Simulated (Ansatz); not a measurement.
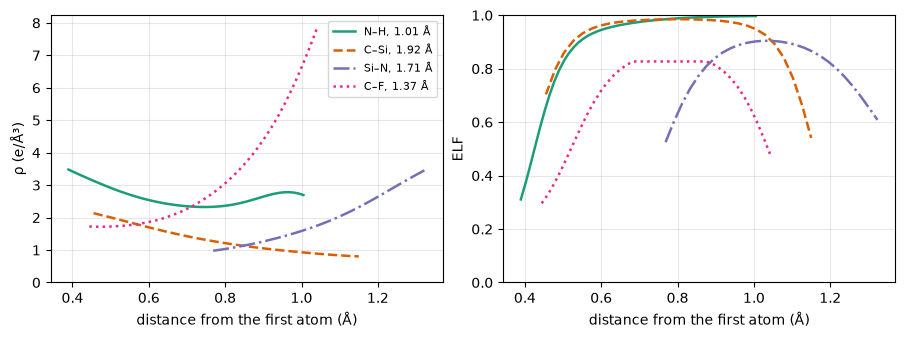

CH5F2NSi (SMILES N[SiH2]C(F)F). Electron density and electron localisation function along straight lines between neighbouring atoms. The curves leave out the atomic cores.

Geometry: PBE0-D4/def2-TZVP.

Method: RKS PBE0-D4/def2-TZVPP (Ansatz).

| atom | x (Å) | y (Å) | z (Å) |
| --- | --- | --- | --- |
| N | -0.1953 | 0.5632 | 1.5413 |
| Si | -0.6041 | 0.3717 | -0.1059 |
| C | 0.7766 | -0.6431 | -0.9649 |
| F | 0.8958 | -1.8611 | -0.3434 |
| F | 0.4547 | -0.8857 | -2.2709 |
| H | -0.1837 | -0.2102 | 2.1846 |
| H | -0.3149 | 1.4443 | 2.0097 |
| H | -1.8619 | -0.3737 | -0.3803 |
| H | -0.6547 | 1.7236 | -0.7156 |
| H | 1.7706 | -0.1801 | -0.9518 |

### What kind of bonding do the profiles show?

N–H (1.01 Å): ρ is about 2.9 e/Å³ halfway; the ELF climbs to about 1 towards the hydrogen, as it does in any bond to H; a covalent bond by its length.
C–Si (1.92 Å): ρ at the midpoint is about 0.98 e/Å³; the ELF peaks at about 1 between the atoms, as expected for a covalent bond.
Si–N (1.71 Å): the density is about 1.1 e/Å³ at the midpoint; the ELF peaks at about 0.90 between the atoms: a shared but strongly polarised pair.
C–F (1.37 Å): ρ at the midpoint is about 2.2 e/Å³, with its minimum of 1.7 e/Å³ about 0.5 Å from C; the ELF peaks at about 0.85 between the atoms, as expected for a polar covalent bond.
